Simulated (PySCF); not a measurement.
# C₆H₆BrF: vibronic structure

Wanted: vibronic structure for C₆H₆BrF (`FC1=C(Br)CCC=C1`).

Computed with PySCF 2.14.0 and routines of our own; the level stands in each step. Atoms count from 0.

### 1 The starting structure

14 atoms, charge 0, multiplicity 1; geometry from: GFN2-xTB.

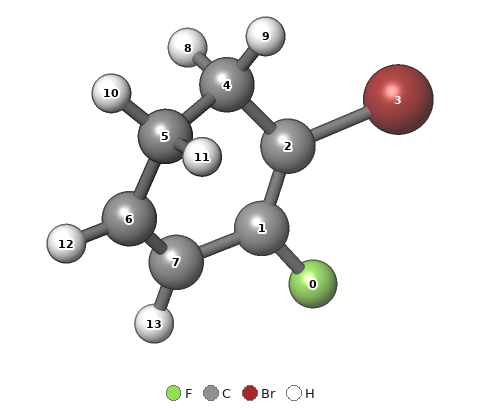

The starting geometry (fluorine green, carbon grey, bromine red, hydrogen white).

### 2 Vibronic structure: TDDFT LC-wPBE/def2-SV(P)

What the job is given:

```
{"job": {"kind": "vib", "xc": "LC-wPBE", "basis": "def2-SV(P)", "tda": false}, "charge": 0, "multiplicity": 1}
F      2.585814     1.182056     0.071327
C      1.379062     0.593684    -0.026441
C      0.287698     1.274299    -0.385029
Br     0.353471     3.117655    -0.830623
C     -1.024960     0.567027    -0.552233
C     -1.130760    -0.631371     0.394122
C      0.144784    -1.416776     0.448806
C      1.322947    -0.821891     0.273970
H     -1.103407     0.231834    -1.593983
H     -1.848219     1.259905    -0.372369
H     -1.959354    -1.267769     0.082498
H     -1.352506    -0.283972     1.410629
H      0.080728    -2.464342     0.698134
H      2.264023    -1.340812     0.359024
```

With the program's defaults for keys left out, this is: TDDFT LC-wPBE/def2-SV(P) vertical-gradient vibronic structure (displaced harmonic oscillators, Condon), gas phase.

On the command line:

```sh
$ OMP_NUM_THREADS=1 python excited_run.py task.json out
```

This one command runs all jobs of the session in turn.

What it wrote:

```text
final grid: 58544 points
cycle   1  E = -2904.9934570080  dE =  6.334e-01  |g| = 5.798e-01  |ddm| = 4.277e+00
cycle   2  E = -2905.0127782560  dE = -1.932e-02  |g| = 5.860e-01  |ddm| = 1.240e+00
cycle   3  E = -2905.0732237849  dE = -6.045e-02  |g| = 7.194e-02  |ddm| = 6.312e-01
cycle   4  E = -2905.0744221686  dE = -1.198e-03  |g| = 2.488e-02  |ddm| = 1.122e-01
cycle   5  E = -2905.0745974620  dE = -1.753e-04  |g| = 6.779e-03  |ddm| = 5.107e-02
cycle   6  E = -2905.0746156369  dE = -1.817e-05  |g| = 2.615e-03  |ddm| = 1.361e-02
cycle   7  E = -2905.0746188625  dE = -3.226e-06  |g| = 1.036e-03  |ddm| = 6.707e-03
cycle   8  E = -2905.0746195066  dE = -6.440e-07  |g| = 3.100e-04  |ddm| = 2.719e-03
cycle   9  E = -2905.0746195670  dE = -6.045e-08  |g| = 1.183e-04  |ddm| = 8.685e-04
cycle  10  E = -2905.0746195376  dE =  2.939e-08  |g| = 3.376e-05  |ddm| = 2.636e-04
cycle  11  E = -2905.0746195386  dE = -9.322e-10  |g| = 1.538e-05  |ddm| = 1.334e-04
converged SCF energy = -2905.0746195386

Singlet excitations (eV, f): 4.978 (0.2020)  5.654 (0.0066)  6.955 (0.0010)  7.182 (0.0013)  7.403 (0.0112)  7.472 (0.0690)

State S1  4.9776 eV  f = 0.20197  H->L 0.96
  relaxed dipole 2.045 D, largest gradient of the excitation energy 0.1091 Eh/bohr
  mode    cm-1        S   lambda/meV  Raman
   29   1635.8    2.6257     532.5   1.000
   24   1327.2    0.4312      70.9   0.108
    2    135.1    2.8659      48.0   0.007
    4    257.2    0.8867      28.3   0.008
   22   1196.0    0.1589      23.6   0.032
    1    104.3    1.6748      21.7   0.003
    6    358.2    0.4171      18.5   0.008
   26   1353.0    0.1052      17.6   0.027
    3    163.2    0.6064      12.3   0.002
    5    288.5    0.3325      11.9   0.004
   25   1330.2    0.0685      11.3   0.017
   11    677.0    0.0635       5.3   0.004
  reorganisation energy 0.8344 eV, total S 10.525, 0-0 4.1432 eV
  absorption maximum 4.877 eV, width 0.880 eV

State S5  7.4030 eV  f = 0.01117  H-4->L 0.66, H-3->L 0.20
  relaxed dipole 3.106 D, largest gradient of the excitation energy 0.0676 Eh/bohr
  mode    cm-1        S   lambda/meV  Raman
   17   1026.9    0.5801      73.9   0.660
   29   1635.8    0.3462      70.2   1.000
    9    540.0    0.9051      60.6   0.285
    5    288.5    1.3527      48.4   0.122
   23   1216.4    0.2825      42.6   0.451
   14    898.3    0.3521      39.2   0.307
   30   1689.4    0.1802      37.7   0.555
   24   1327.2    0.2221      36.6   0.422
   13    836.6    0.1767      18.3   0.134
   26   1353.0    0.1084      18.2   0.214
   10    601.3    0.2098      15.6   0.082
    8    449.4    0.2545      14.2   0.055
  reorganisation energy 0.5480 eV, total S 6.174, 0-0 6.8550 eV
  absorption maximum 7.333 eV, width 0.632 eV

State S6  7.4715 eV  f = 0.06897  H-2->L 0.74, H-4->L 0.12
  relaxed dipole 1.866 D, largest gradient of the excitation energy 0.0839 Eh/bohr
  mode    cm-1        S   lambda/meV  Raman
   29   1635.8    1.2882     261.3   1.000
    1    104.3    2.7307      35.3   0.009
   14    898.3    0.2941      32.8   0.069
   11    677.0    0.2800      23.5   0.037
   24   1327.2    0.1021      16.8   0.052
   30   1689.4    0.0497      10.4   0.041
    5    288.5    0.2526       9.0   0.006
   28   1465.8    0.0355       6.4   0.022
   10    601.3    0.0773       5.8   0.008
   20   1155.4    0.0393       5.6   0.015
    3    163.2    0.2125       4.3   0.002
   22   1196.0    0.0263       3.9   0.011
  reorganisation energy 0.4428 eV, total S 5.749, 0-0 7.0287 eV
  absorption maximum 7.295 eV, width 0.654 eV

State T1  2.8025 eV  f = 0.00000  H->L 0.87
  relaxed dipole 2.406 D, largest gradient of the excitation energy 0.1244 Eh/bohr
  mode    cm-1        S   lambda/meV  Raman
   29   1635.8    3.2284     654.8   1.000
    2    135.1    3.4896      58.4   0.007
   22   1196.0    0.2539      37.7   0.042
   26   1353.0    0.2098      35.2   0.044
   24   1327.2    0.1594      26.2   0.033
    4    257.2    0.7539      24.0   0.006
   25   1330.2    0.1203      19.8   0.025
   19   1143.7    0.1083      15.4   0.016
    5    288.5    0.3793      13.6   0.004
    9    540.0    0.1534      10.3   0.005
   14    898.3    0.0429       4.8   0.004
   28   1465.8    0.0220       4.0   0.005
  reorganisation energy 0.9254 eV, total S 9.292, 0-0 1.8771 eV
  absorption maximum 2.761 eV, width 0.949 eV
```

Run time: 56 s. Hardware: 1 thread of Arm Neoverse V1, shared host; peak memory 0.81 GiB.

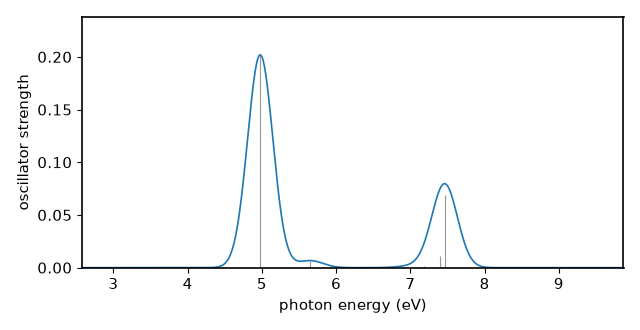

Absorption lines of the singlets. Lines are broadened to a width of 0.40 eV (Gaussian).

### 3 Vibronic structure: TDA LC-wPBE/3-21G

Settings changed since step 2:

```diff
@@ -1,2 +1,2 @@
-{"job": {"kind": "vib", "xc": "LC-wPBE", "basis": "def2-SV(P)", "tda": false}, "charge": 0, "multiplicity": 1}
+{"job": {"kind": "vib", "xc": "LC-wPBE", "basis": "3-21G", "tda": true, "nstates": 4}, "charge": 0, "multiplicity": 1}
 F      2.585814     1.182056     0.071327
```

With the program's defaults for keys left out, this is: TDA LC-wPBE/3-21G vertical-gradient vibronic structure (displaced harmonic oscillators, Condon), gas phase.

What it wrote:

```text
final grid: 58544 points
cycle   1  E = -2891.3524544982  dE = -1.023e+00  |g| = 5.661e-01  |ddm| = 4.048e+00
cycle   2  E = -2891.3813717171  dE = -2.892e-02  |g| = 5.763e-01  |ddm| = 1.548e+00
cycle   3  E = -2891.4377653220  dE = -5.639e-02  |g| = 5.833e-02  |ddm| = 7.491e-01
cycle   4  E = -2891.4386481318  dE = -8.828e-04  |g| = 2.539e-02  |ddm| = 1.287e-01
cycle   5  E = -2891.4388377912  dE = -1.897e-04  |g| = 5.021e-03  |ddm| = 4.535e-02
cycle   6  E = -2891.4388500546  dE = -1.226e-05  |g| = 2.545e-03  |ddm| = 1.328e-02
cycle   7  E = -2891.4388526060  dE = -2.551e-06  |g| = 6.762e-04  |ddm| = 5.429e-03
cycle   8  E = -2891.4388529590  dE = -3.530e-07  |g| = 2.158e-04  |ddm| = 1.883e-03
cycle   9  E = -2891.4388529910  dE = -3.195e-08  |g| = 8.347e-05  |ddm| = 6.048e-04
cycle  10  E = -2891.4388529939  dE = -2.896e-09  |g| = 2.768e-05  |ddm| = 1.381e-04
cycle  11  E = -2891.4388529944  dE = -5.111e-10  |g| = 8.302e-06  |ddm| = 8.594e-05
converged SCF energy = -2891.4388529944

Singlet excitations (eV, f): 5.485 (0.2662)  5.818 (0.0398)  7.127 (0.0037)  7.353 (0.0021)

State S1  5.4855 eV  f = 0.26625  H->L 0.88
  relaxed dipole 2.043 D, largest gradient of the excitation energy 0.0923 Eh/bohr
  mode    cm-1        S   lambda/meV  Raman
   29   1635.8    1.9576     397.0   1.000
    1    104.3    9.2816     120.1   0.019
   24   1327.2    0.5055      83.2   0.170
    6    358.2    1.2629      56.1   0.031
    2    135.1    1.6834      28.2   0.006
    3    163.2    0.7848      15.9   0.004
   22   1196.0    0.1011      15.0   0.028
    5    288.5    0.4012      14.3   0.006
   26   1353.0    0.0646      10.8   0.023
    7    435.7    0.1588       8.6   0.006
   11    677.0    0.1005       8.4   0.009
   25   1330.2    0.0358       5.9   0.012
  reorganisation energy 0.8000 eV, total S 16.773, 0-0 4.6855 eV

State S2  5.8185 eV  f = 0.03977  H->L+1 0.86
  relaxed dipole 5.005 D, largest gradient of the excitation energy 0.1155 Eh/bohr
  mode    cm-1        S   lambda/meV  Raman
    4    257.2   14.4795     461.7   0.568
   10    601.3    4.6623     347.6   1.000
    7    435.7    2.5317     136.7   0.285
   16    977.9    0.7445      90.3   0.422
    1    104.3    6.9452      89.8   0.045
    8    449.4    0.7439      41.5   0.089
    3    163.2    1.8966      38.4   0.030
    9    540.0    0.4181      28.0   0.072
   20   1155.4    0.1530      21.9   0.121
   29   1635.8    0.1021      20.7   0.162
   15    938.5    0.1587      18.5   0.083
   12    773.0    0.1663      15.9   0.059
  reorganisation energy 1.4038 eV, total S 33.760, 0-0 4.4147 eV

State T1  2.8860 eV  f = 0.00000  H->L 0.86
  relaxed dipole 2.364 D, largest gradient of the excitation energy 0.1238 Eh/bohr
  mode    cm-1        S   lambda/meV  Raman
   29   1635.8    3.2426     657.6   1.000
    2    135.1    3.1738      53.2   0.007
   22   1196.0    0.2430      36.0   0.040
   26   1353.0    0.2064      34.6   0.044
   24   1327.2    0.1628      26.8   0.033
    4    257.2    0.6403      20.4   0.005
   25   1330.2    0.1121      18.5   0.023
    5    288.5    0.4356      15.6   0.004
   19   1143.7    0.1005      14.2   0.015
    9    540.0    0.1380       9.2   0.005
   14    898.3    0.0506       5.6   0.005
   28   1465.8    0.0231       4.2   0.006
  reorganisation energy 0.9179 eV, total S 8.914, 0-0 1.9681 eV
  absorption maximum 2.845 eV, width 0.942 eV
```

Wall time 26 s (1 thread of Arm Neoverse V1, shared host); peak memory 0.75 GiB.

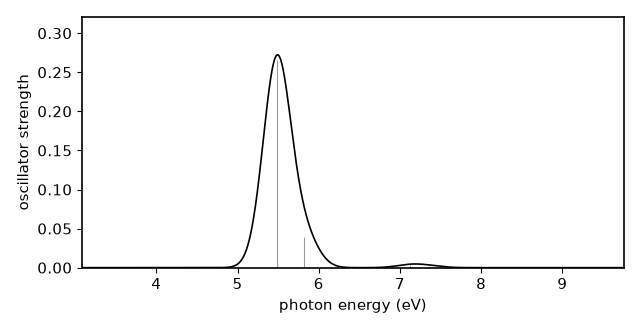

Absorption lines of the singlets. Lines are broadened to a width of 0.40 eV (Gaussian).

### 4 What came out

| quantity | value |
| --- | --- |
| S1: vertical, reorganisation, 0-0, total S (step 2, TDDFT LC-wPBE/def2-SV(P), modes from GFN2-xTB) | 4.98, 0.83, 4.14 eV; 10.5 |
| S5: vertical, reorganisation, 0-0, total S (step 2, TDDFT LC-wPBE/def2-SV(P), modes from GFN2-xTB) | 7.40, 0.55, 6.86 eV; 6.2 |
| S6: vertical, reorganisation, 0-0, total S (step 2, TDDFT LC-wPBE/def2-SV(P), modes from GFN2-xTB) | 7.47, 0.44, 7.03 eV; 5.7 |
| S1: vertical, reorganisation, 0-0, total S (step 3, TDA LC-wPBE/3-21G, modes from GFN2-xTB) | 5.49, 0.80, 4.69 eV; 16.8 |
| S2: vertical, reorganisation, 0-0, total S (step 3, TDA LC-wPBE/3-21G, modes from GFN2-xTB) | 5.82, 1.40, 4.41 eV; 33.8 |
| T1: vertical, reorganisation, 0-0, total S (step 3, TDA LC-wPBE/3-21G, modes from GFN2-xTB) | 2.89, 0.92, 1.97 eV; 8.9 |

What this shows: Steps that list no spin-orbit terms leave them out, which matters at and beside the heavy atoms. The vibronic model keeps the ground-state modes (from xTB) and shifts them along the gradient alone, so it can miss much of the relaxation that a full optimisation finds. In step 3 the harmonic model is doubtful. Where the total S runs above about 15, the geometry moves far on excitation and the harmonic model is stretched, so its 0-0 value is in doubt.
